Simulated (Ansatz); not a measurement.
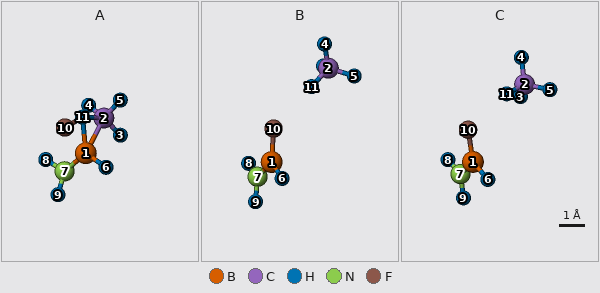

3 geometries from a converged minimum-energy path of CH$_{7}$BFN, shuffled. A ball-and-stick model, seen from a free direction.

All numbers below come from RKS B3LYP/6-31G* (Ansatz 0.2.0). Set-up: 9 movable images; climbing image; force threshold 0.05 eV/Å; iteration limit 60; starting path through a guess of the saddle point.

**Which frame is the transition state?**

A. In order along the path, whose images run from 0 to 10: A (image 3, +32.9 kcal/mol), C (image 8, −40.6 kcal/mol), B (image 10, −40.8 kcal/mol). Breaking: B1–C2 (1.57 → 1.79 at the top → 4.59 Å), F10–H11 (0.95 → 1.18 at the top → 2.46 Å). Forming: B1–F10 (2.89 → 1.72 at the top → 1.35 Å), C2–H11 (3.10 → 1.37 at the top → 1.09 Å).
